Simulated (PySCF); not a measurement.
**H8NOSSi3 (doublet): density, localisation and related maps**

The calculation's input:

```
{"job": {"kind": "epr"}, "charge": 0, "multiplicity": 2}
Si     1.176968    -0.831360     0.598801
O     -0.396729    -1.055004     0.086244
Si    -1.883267    -0.568909     0.683731
S      2.108087     0.616991    -0.706782
Si     0.608019     0.700056    -2.253382
N      1.177829    -0.123340     2.181078
H     -2.159656    -1.236891     1.990317
H     -1.927745     0.911411     0.866724
H     -2.911721    -0.983363    -0.310749
H      1.194795     1.604613    -3.283895
H      0.355384    -0.641447    -2.849374
H     -0.671371     1.289027    -1.761908
H      1.140396    -0.715569     3.004713
H      1.754216     0.697125     2.344576
```

Run with:

```sh
OMP_NUM_THREADS=1 python cluster_run.py task.json out
```

Geometry: PBE0-D3(BJ)/def2-SVP.

Method: PySCF 2.14.0, density-fitted response routines, UKS B3LYP, IGLO-III on N O S Si, pcH-1 on H, non-relativistic, mean-field spin-orbit, GIAO.

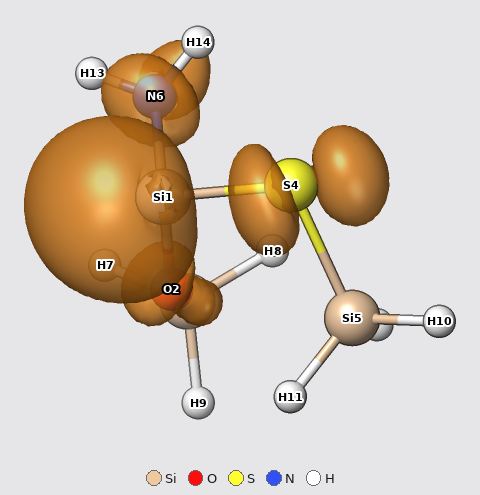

Figure 1. Isosurfaces of the spin density (α minus β) at +0.015 (orange) and −0.015 e/Å³ (purple), seen at an oblique angle.

### Where is the unpaired spin?

The unpaired spin (1 electron) lies mostly on Si1 (about 0.7), S4 (about 0.1) and N6 (about 0.1), in electrons by Hirshfeld's partition.

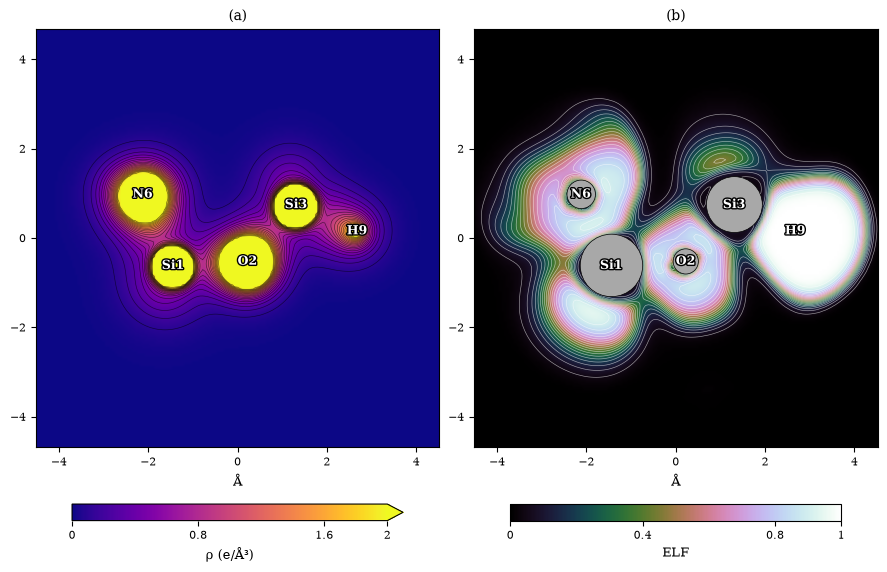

Figure 2. (a) total electron density; (b) electron localisation function on the plane of atoms O2, Si3 and H9. Grey discs cover the atomic cores in the ELF map.

### Read the bonding off the picture.

Atoms in the plane: Si, O, N and H.
Si–O (1.67 Å): ρ at the midpoint is about 1.1 e/Å³; the ELF peaks at about 0.85 between the atoms: a polar covalent bond.
Si–N (1.73 Å): the density is about 1.1 e/Å³ at the midpoint; the ELF peaks at about 0.90 between the atoms; a shared but strongly polarised pair.
Si–H (1.49 Å): the density is about 0.81 e/Å³ at the midpoint; the ELF climbs to about 1 towards the hydrogen, as it does in any bond to H.
The ELF also peaks beside Si1 and O2, away from the bonds: non-bonding electrons, paired or unpaired.

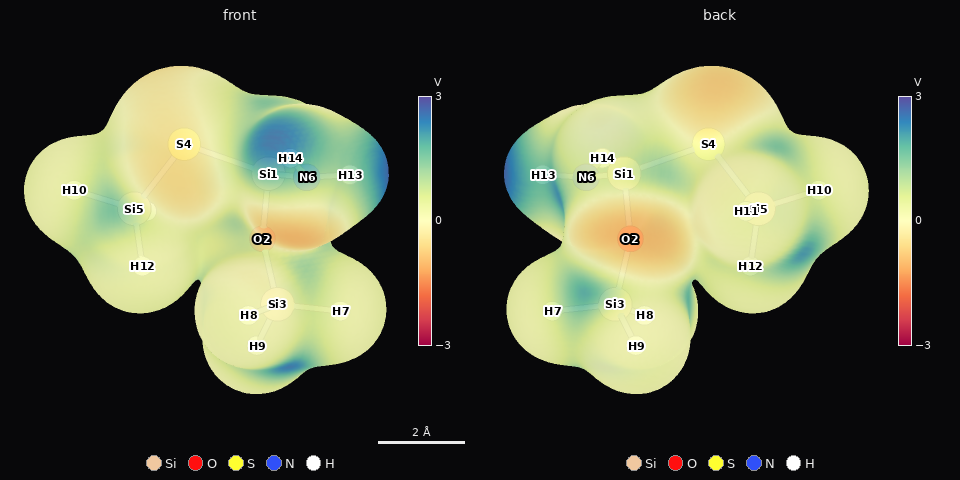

Figure 3. The electrostatic potential painted on the density surface at 0.004 e/bohr³, seen from the front and from behind; the colour scale runs from red (negative) to blue (positive).

### Where is the surface potential most negative and most positive?

The most negative region (about −1.0 V) lies over O2 and N6, the most positive (about +2.6 V) over H13 and H14.
